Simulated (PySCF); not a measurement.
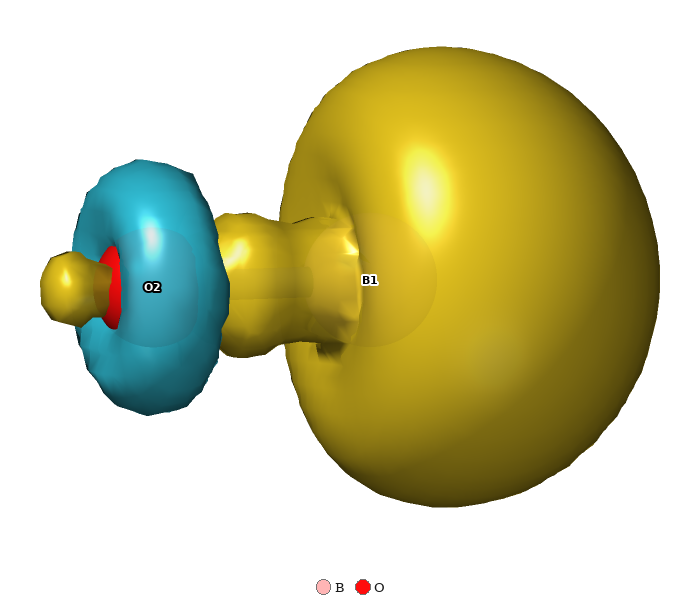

Figure. BO (doublet). Isosurfaces of the spin density at +0.04 (yellow) and −0.04 e/Å³ (cyan), seen from one side.

Level of theory: PBE0/def2-TZVP, non-relativistic Hamiltonian with scalar-relativistic core potentials where named, at a bond length of 1.203 Å in PySCF.

Q: Which atoms carry the spin?

A: The unpaired spin (1 electron) lies mostly on B1 (about 1.0), in electrons by Hirshfeld's partition.
